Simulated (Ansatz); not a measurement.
```xyz
5

O     0.3124   -0.2791    1.1345
Mg    1.6705   -0.9766    1.9464
Cl   -0.5769    0.5479   -1.8868
H     0.0507   -0.0343    0.2387
H    -1.7510    0.9938   -1.6258
```

Geometry: PBE0-D4/def2-TZVP; at this geometry the atoms fall into two loosely joined parts.

Theory: Ansatz, RKS PBE0-D4/def2-TZVPP.

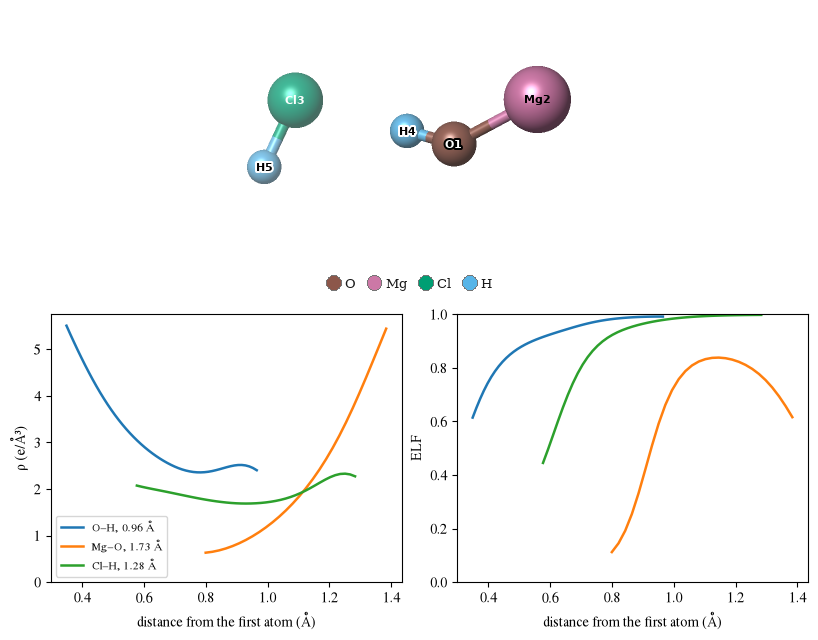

ClH₂MgO (charge +1). Electron density and electron localisation function along straight lines between neighbouring atoms. The curves leave out the atomic cores. The structure is drawn too.

What can be read from the curves?

Answer. O–H (0.96 Å): ρ at the midpoint is about 3.8 e/Å³; the ELF climbs to about 1 towards the hydrogen, as it does in any bond to H (a covalent bond by its length).
Mg–O (1.73 Å): the density is about 0.72 e/Å³ at the midpoint; the ELF peaks at about 0.85 in the valence shell of O, 0.6 Å from its nucleus, and is about 0.25 at the midpoint (a closed-shell, largely ionic contact).
Cl–H (1.28 Å): ρ is about 2 e/Å³ halfway; the ELF climbs to about 1 towards the hydrogen.
